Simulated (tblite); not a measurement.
**Saddle-point search of C$_{5}$H$_{8}$Sn**

System: C$_{5}$H$_{8}$Sn.
Method: GFN2-xTB saddle search (eigenvector following) and harmonic vibrations, gas phase (tblite 0.8.0).

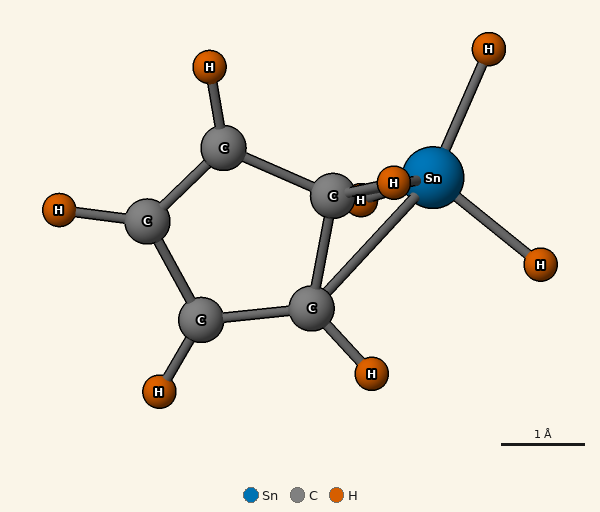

*The input geometry (ball-and-stick view, seen at a tilt). Sticks mark near contacts.*

### Key numbers

| quantity | value |
| --- | --- |
| outcome | converged |
| total energy | −457.3000 eV |
| point group | Cs |
| hardware | 1 CPU thread, shared host |
| wall time | 4.2 s |
| peak memory | 0.19 GiB |

### The input
```
{"job": {"xc": "GFN2-xTB", "basis": "xTB", "kind": "saddle"}, "charge": 0, "multiplicity": 1}
Sn     1.978774     0.261090    -0.352088
C     -1.263041     0.997184    -0.275006
C     -0.072051     0.743830     0.531256
C     -0.119236    -0.699940     0.823465
C     -1.167375    -1.236432     0.149553
C     -1.870099    -0.190659    -0.518012
H      2.713745     1.662941    -0.976489
H      2.991701    -0.265942     0.877251
H      1.955026    -0.880388    -1.573254
H     -1.553581     1.970949    -0.620863
H      0.157009     1.447653     1.323052
H      0.475171    -1.203074     1.567084
H     -1.453201    -2.273685     0.130885
H     -2.772842    -0.333527    -1.086834
```

The first line tells a small driver script what to run in tblite; the rest is the geometry in Å.

Command:
```bash
OMP_NUM_THREADS=1 python <driver script> task.json out
```

### Log
```
step      E/eV     max force
  0    -457.01463   0.9273
  1    -457.16258   0.4610
  2    -457.22309   0.2918
  3    -457.25134   0.2300
  4    -457.27005   0.1198
  5    -457.28666   0.1058
  6    -457.31219   0.0810
  7    -457.33377   0.0738
  8    -457.34993   0.0664
  9    -457.35703   0.0623
 10    -457.35534   0.0447
 11    -457.35234   0.0197
 12    -457.34877   0.0260
 13    -457.34502   0.0258
 14    -457.34109   0.0274
 15    -457.33705   0.0278
 16    -457.33300   0.0232
 17    -457.32891   0.0268
 18    -457.32493   0.0268
 19    -457.31770   0.0459
 20    -457.31138   0.0594
 21    -457.30651   0.0315
 22    -457.30238   0.0546
 23    -457.30013   0.0535
 24    -457.29956   0.0533
 25    -457.30019   0.0078
 26    -457.30003   0.0059
 27    -457.30004   0.0000
lowest wavenumbers (cm-1): -105.6 96.8 168.4 306.3 391.1 410.6
```

### Trajectory as extended XYZ (Å, eV, eV/Å), 8 of the 12 frames kept, from step=0 to step=27
```
14
Properties=species:S:1:pos:R:3:forces:R:3 step=0 energy=-457.01463
Sn    1.9788    0.2611   -0.3521   -0.1630   0.5570  -0.3840
C    -1.2630    0.9972   -0.2750    0.8880  -0.2080  -0.0280
C    -0.0721    0.7438    0.5313    0.0020  -0.0180   0.0030
C    -0.1192   -0.6999    0.8235   -0.7470  -0.3530   0.4210
C    -1.1674   -1.2364    0.1496    0.0030   0.0150   0.0010
C    -1.8701   -0.1907   -0.5180    0.0000   0.0040  -0.0040
H     2.7137    1.6629   -0.9765    0.0090  -0.0050  -0.0070
H     2.9917   -0.2659    0.8773   -0.0090  -0.0030   0.0030
H     1.9550   -0.8804   -1.5733   -0.0070  -0.0030  -0.0170
H    -1.5536    1.9709   -0.6209   -0.0080   0.0000  -0.0030
H     0.1570    1.4477    1.3231    0.0000  -0.0150   0.0050
H     0.4752   -1.2031    1.5671    0.0020   0.0100   0.0060
H    -1.4532   -2.2737    0.1309    0.0130   0.0220   0.0030
H    -2.7728   -0.3335   -1.0868    0.0170  -0.0020   0.0020
14
Properties=species:S:1:pos:R:3:forces:R:3 step=4 energy=-457.27005
Sn    1.9561    0.4072   -0.4067    0.0230   0.0060  -0.0290
C    -1.1289    0.9462   -0.3238    0.0710  -0.0960   0.0100
C    -0.0097    0.6455    0.5807   -0.0680  -0.0490   0.0140
C    -0.2132   -0.7752    0.9353    0.0160   0.0310   0.0240
C    -1.2352   -1.2615    0.2081   -0.0900   0.0360  -0.0190
C    -1.8274   -0.1872   -0.5424    0.0820   0.0020   0.0230
H     2.7060    1.7523   -1.0933   -0.0990   0.0290   0.0200
H     2.9739   -0.1313    0.8134    0.0540   0.0330  -0.0640
H     1.8743   -0.8054   -1.5491   -0.0030   0.0640  -0.0270
H    -1.3616    1.9335   -0.6818    0.0920  -0.0460  -0.0380
H     0.1432    1.3555    1.3883    0.0000  -0.0370   0.0200
H     0.4112   -1.3073    1.6308   -0.0650  -0.0230   0.0480
H    -1.5799   -2.2807    0.1917   -0.0570   0.0390   0.0460
H    -2.7087   -0.2917   -1.1511    0.0440   0.0100  -0.0290
14
Properties=species:S:1:pos:R:3:forces:R:3 step=7 energy=-457.33377
Sn    1.9483    0.4181   -0.4017    0.0530   0.0380   0.0090
C    -1.0518    0.9345   -0.3128    0.0260  -0.0170  -0.0030
C     0.0129    0.5821    0.6384   -0.0260  -0.0230   0.0070
C    -0.2594   -0.8295    0.9693   -0.0180  -0.0030   0.0080
C    -1.2818   -1.2630    0.2075   -0.0200   0.0210   0.0040
C    -1.7853   -0.1658   -0.5720    0.0210  -0.0180   0.0070
H     2.4630    1.7894   -1.2302   -0.0560  -0.0100   0.0470
H     3.1192    0.0731    0.7532   -0.0010   0.0150  -0.0650
H     1.8949   -0.8543   -1.4723    0.0040   0.0250  -0.0360
H    -1.2091    1.9300   -0.6892    0.0500  -0.0460  -0.0140
H     0.1580    1.2677    1.4683    0.0010  -0.0160  -0.0010
H     0.3078   -1.3908    1.6910   -0.0500   0.0100   0.0060
H    -1.6840   -2.2606    0.1834   -0.0270   0.0240   0.0270
H    -2.6328   -0.2309   -1.2329    0.0440   0.0000   0.0050
14
Properties=species:S:1:pos:R:3:forces:R:3 step=12 energy=-457.34877
Sn    1.9730    0.4332   -0.4002    0.0120  -0.0010  -0.0060
C    -0.9661    0.9097   -0.3067    0.0000  -0.0030  -0.0010
C     0.0523    0.4842    0.6697   -0.0060   0.0020   0.0010
C    -0.3229   -0.9052    0.9858   -0.0010   0.0040   0.0010
C    -1.3713   -1.2581    0.2193    0.0040   0.0020   0.0030
C    -1.7706   -0.1334   -0.5811    0.0030  -0.0030   0.0010
H     2.1810    1.7959   -1.3494    0.0080  -0.0040   0.0210
H     3.2634    0.3870    0.6715   -0.0130  -0.0190  -0.0120
H     2.0711   -0.9026   -1.3891   -0.0100   0.0220  -0.0050
H    -1.0256    1.9072   -0.7026   -0.0020  -0.0050  -0.0040
H     0.1952    1.1417    1.5231   -0.0020   0.0040  -0.0040
H     0.1821   -1.5045    1.7213   -0.0010   0.0080   0.0030
H    -1.8625   -2.2150    0.2052    0.0040   0.0000   0.0040
H    -2.5992   -0.1401   -1.2669    0.0040  -0.0070   0.0000
14
Properties=species:S:1:pos:R:3:forces:R:3 step=14 energy=-457.34109
Sn    1.9796    0.4321   -0.3983    0.0110  -0.0010  -0.0070
C    -0.9641    0.9167   -0.2921    0.0000  -0.0030  -0.0010
C     0.0575    0.4699    0.6718   -0.0060   0.0030   0.0010
C    -0.3264   -0.9215    0.9698   -0.0010   0.0040   0.0010
C    -1.3828   -1.2550    0.2061    0.0040   0.0020   0.0030
C    -1.7789   -0.1155   -0.5754    0.0030  -0.0040   0.0010
H     2.1393    1.7468   -1.4203    0.0090  -0.0010   0.0220
H     3.2694    0.4916    0.6733   -0.0120  -0.0220  -0.0110
H     2.1345   -0.9493   -1.3153   -0.0120   0.0220  -0.0070
H    -1.0176    1.9202   -0.6740   -0.0020  -0.0050  -0.0050
H     0.2041    1.1130    1.5357   -0.0020   0.0040  -0.0050
H     0.1797   -1.5357    1.6922   -0.0010   0.0080   0.0030
H    -1.8817   -2.2077    0.1816    0.0050   0.0000   0.0050
H    -2.6126   -0.1058   -1.2550    0.0050  -0.0070  -0.0010
14
Properties=species:S:1:pos:R:3:forces:R:3 step=19 energy=-457.31770
Sn    1.9959    0.4272   -0.3926    0.0310  -0.0030  -0.0170
C    -0.9599    0.9390   -0.2457    0.0020  -0.0060   0.0010
C     0.0705    0.4313    0.6796   -0.0150   0.0020   0.0050
C    -0.3354   -0.9661    0.9210   -0.0020   0.0070  -0.0020
C    -1.4118   -1.2449    0.1647    0.0050   0.0060   0.0020
C    -1.8002   -0.0630   -0.5580    0.0060  -0.0060   0.0040
H     2.0294    1.5695   -1.6157    0.0100  -0.0150   0.0370
H     3.2643    0.7915    0.6487   -0.0270  -0.0270  -0.0250
H     2.3195   -1.0582   -1.0825   -0.0160   0.0430   0.0000
H    -0.9988    1.9589   -0.5835   -0.0010  -0.0090  -0.0030
H     0.2285    1.0302    1.5734   -0.0020   0.0010  -0.0080
H     0.1740   -1.6221    1.6035   -0.0040   0.0110   0.0000
H    -1.9299   -2.1859    0.1073    0.0050   0.0030   0.0050
H    -2.6462   -0.0075   -1.2201    0.0070  -0.0070   0.0020
14
Properties=species:S:1:pos:R:3:forces:R:3 step=22 energy=-457.30238
Sn    2.0054    0.4201   -0.3873    0.0410  -0.0020  -0.0240
C    -0.9552    0.9616   -0.1954    0.0050  -0.0070   0.0030
C     0.0808    0.3980    0.6916   -0.0200   0.0000   0.0070
C    -0.3421   -1.0042    0.8730   -0.0010   0.0080  -0.0040
C    -1.4322   -1.2332    0.1207    0.0030   0.0090   0.0000
C    -1.8132   -0.0131   -0.5418    0.0070  -0.0070   0.0060
H     1.9369    1.3527   -1.7756    0.0090  -0.0230   0.0450
H     3.2260    1.0627    0.5760   -0.0330  -0.0280  -0.0300
H     2.4884   -1.1151   -0.8417   -0.0160   0.0520   0.0050
H    -0.9832    1.9961   -0.4873    0.0000  -0.0100   0.0000
H     0.2511    0.9515    1.6122   -0.0010  -0.0020  -0.0100
H     0.1683   -1.6973    1.5173   -0.0050   0.0100  -0.0040
H    -1.9645   -2.1633    0.0281    0.0040   0.0050   0.0020
H    -2.6665    0.0834   -1.1897    0.0070  -0.0040   0.0040
14
Properties=species:S:1:pos:R:3:forces:R:3 step=27 energy=-457.30004
Sn    2.0066    0.4140   -0.3843    0.0000   0.0000   0.0000
C    -0.9504    0.9757   -0.1615    0.0000   0.0000   0.0000
C     0.0863    0.3791    0.7024    0.0000   0.0000   0.0000
C    -0.3452   -1.0247    0.8440    0.0000   0.0000   0.0000
C    -1.4402   -1.2243    0.0911    0.0000   0.0000   0.0000
C    -1.8158    0.0171   -0.5329    0.0000   0.0000   0.0000
H     1.8849    1.1964   -1.8515    0.0000   0.0000   0.0000
H     3.1833    1.2139    0.5023    0.0000   0.0000   0.0000
H     2.5843   -1.1198   -0.6900    0.0000   0.0000   0.0000
H    -0.9730    2.0181   -0.4230    0.0000   0.0000   0.0000
H     0.2655    0.9035    1.6378    0.0000   0.0000   0.0000
H     0.1637   -1.7390    1.4654    0.0000   0.0000   0.0000
H    -1.9793   -2.1476   -0.0256    0.0000   0.0000   0.0000
H    -2.6707    0.1376   -1.1743    0.0000   0.0000   0.0000
```
